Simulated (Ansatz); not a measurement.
# BBrH4Si: one species, many methods

How much do the methods differ for BBrH4Si? The plan is to run it at one geometry with functionals of several rungs and with coupled cluster, and see how far each lands from CCSD(T) at the basis-set limit for the atomisation energy.

Computed with Ansatz 0.2.0, Gaussian basis. Level: functionals in def2-TZVPP, the program's frozen cores in correlated methods.

The runs, in order: LDA (SPW92), PBE-D4, revPBE-D4, BLYP-D4, r2SCAN-D4, B97M-V, PBE0-D4, B3LYP-D4, r2SCANh-D4, r2SCAN0-D4, HSE06-D4, BHLYP-D4, CAM-B3LYP-D4, LC-ωPBE, ωB97X-V, ωB97M-V, B2PLYP, PBE-QIDH; CCSD(T)/def2-SVP; CCSD(T)/def2-TZVPP; MP2/def2-QZVPP; extrapolation to the limit; RPA on PBE.

### Step 1. The geometry

All runs share one geometry, relaxed beforehand with PBE0-D4 in a triple-zeta def2 set.

7 atoms, charge 0, spin multiplicity 1.

Atoms are counted from 1 here; the program's logs count them from 0.

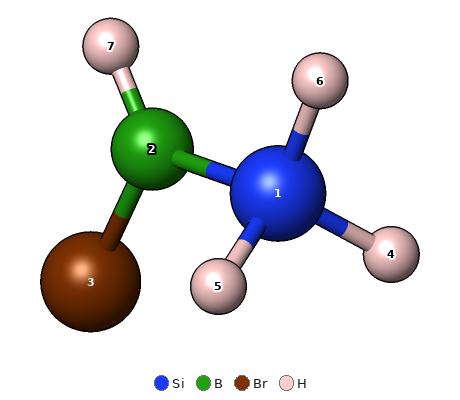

The structure; silicon blue, boron green, bromine brown, hydrogen pink; atoms are numbered from 1 in the order of the file.

### Step 2. LDA

This LDA is Slater exchange with PW92 correlation.

Input file in.yaml:

```yaml
crystal:
  periodic: [false, false, false]
  atoms:
    - {symbol: Si, position_ang: [-0.677774, 0.488205, -0.240285]}
    - {symbol: B, position_ang: [0.876480, -0.537074, 0.527944]}
    - {symbol: Br, position_ang: [1.755264, -1.806750, -0.580563]}
    - {symbol: H, position_ang: [-1.718271, -0.473036, -0.698807]}
    - {symbol: H, position_ang: [-0.207346, 1.264532, -1.420883]}
    - {symbol: H, position_ang: [-1.288287, 1.427230, 0.738262]}
    - {symbol: H, position_ang: [1.321134, -0.431206, 1.628530]}
basis:
  gaussian: {orbitals: def2-TZVPP}
hamiltonian: {xc: lda}
output: {orbitals: {seedname: orbitals}}
```

On the command line:

```bash
$ ansatz run in.yaml --threads 2 --pin off --events-out ev --progress --plain --max-ram 4352MiB
```

Further steps of the session: PBE-D4 (GGA); revPBE-D4 (GGA); BLYP-D4 (GGA); r2SCAN-D4 (meta-GGA); B97M-V (meta-GGA); PBE0-D4 (hybrid); B3LYP-D4 (hybrid); r2SCANh-D4 (hybrid); r2SCAN0-D4 (hybrid); HSE06-D4 (hybrid); BHLYP-D4 (hybrid); CAM-B3LYP-D4 (range-separated); LC-ωPBE (range-separated); ωB97X-V (range-separated); ωB97M-V (range-separated); B2PLYP (double hybrid); PBE-QIDH (double hybrid); CCSD(T) in def2-SVP; CCSD(T) in def2-TZVPP; MP2 in def2-QZVPP; RPA on PBE orbitals.

Q: Predict the results of all the runs planned. Wanted: atomisation energy, CCSD(T)/CBS; farthest beyond LDA; mean size of error, GGA; mean size of error, meta-GGA; mean size of error, hybrid; mean size of error, range-separated; mean size of error, double hybrid; gap, smallest and largest; T1 diagnostic.

**Answer**, as computed:

```
                               quantity                                                                                                                     value
        atomisation energy, CCSD(T)/CBS                                                                                                             2056.8 kJ/mol
 functionals within 20.6 kJ/mol (1.0 %)  PBE-D4, r2SCAN-D4, B97M-V, PBE0-D4, B3LYP-D4, r2SCANh-D4, r2SCAN0-D4, HSE06-D4, CAM-B3LYP-D4, ωB97X-V, ωB97M-V, PBE-QIDH
                    farthest beyond LDA                                                                                                  revPBE-D4 (-36.6 kJ/mol)
                mean size of error, GGA                                                                                                               21.2 kJ/mol
           mean size of error, meta-GGA                                                                                                               12.8 kJ/mol
             mean size of error, hybrid                                                                                                                9.2 kJ/mol
    mean size of error, range-separated                                                                                                               10.8 kJ/mol
      mean size of error, double hybrid                                                                                                               19.9 kJ/mol
              gap, smallest and largest                                                                                 3.10 eV (LDA (SPW92)), 10.25 eV (LC-ωPBE)
                          T1 diagnostic                                                                                                                    0.0121
triples share of the correlation energy                                                                                                                     3.4 %
```

What this shows: LDA overbinds by 228.4 kJ/mol (11 %). PBE-D4 misses by -1.1 kJ/mol. Double hybrids carry the basis error of their MP2 part in triple zeta, and no dispersion term here, so their miss is partly the set-up's. The rungs hybrid, range-separated, meta-GGA, double hybrid miss on average by less than the doubt on the reference (20.6 kJ/mol), so they tie. The reference freezes the cores and leaves out relativity and excitations past (T), and its outer-core shells are covered unevenly, so misses under about 20.6 kJ/mol can't be ranked. All levels share the lack of spin-orbit coupling, which lowers the free heavy atoms and so the true binding. Hartree-Fock recovers 78 % of the binding; the rest is correlation. CCSD(T) in def2-SVP is off by -115.5 kJ/mol, so the small basis spoils what the method gains. Orbital gaps span 3.1 to 10.3 eV; exact exchange widens them. Correlated methods include outer-core shells of Br, which these sets cover unevenly.
